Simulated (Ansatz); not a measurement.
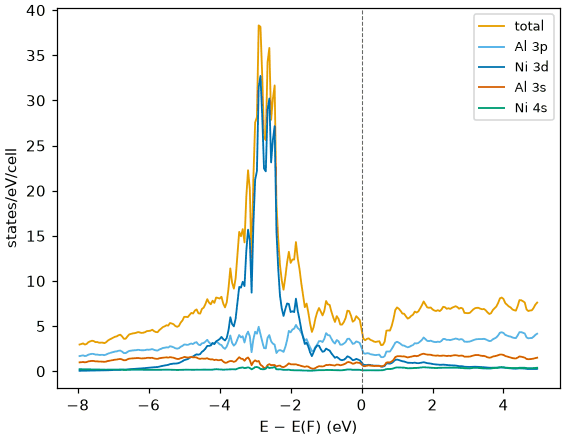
Figure. Total and projected density of states of Al3Ni in space group Pnma (No. 62; Al on 4c, Al on 8d, Ni on 4c), the program Ansatz at the PBEsol level (PAW)

Which orbitals carry the states next to the Fermi level?

Within 0.5 eV of the Fermi level: Al 3p 55 %, Ni 3d 22 %, Al 3s 16 %. Projections are on Löwdin-orthogonalised atomic valence shells; empty p or d shells of many metals are not among them.

Where is the tallest occupied peak in this window, and what makes it?

Near -2.9 eV, about 38 states/eV per cell; the largest projected share is Ni 3d.

The first step of the workflow began from a Materials Project structure, measured or hypothetical; the Crystallography Open Database copy checked does not list it. Its standing as an ambient phase is unchecked. The cell was relaxed with PBEsol under the symmetry of its start; its stability against distortions is not shown here. No spin polarisation was allowed.

Potentials: the later of the program's two PAW sets.
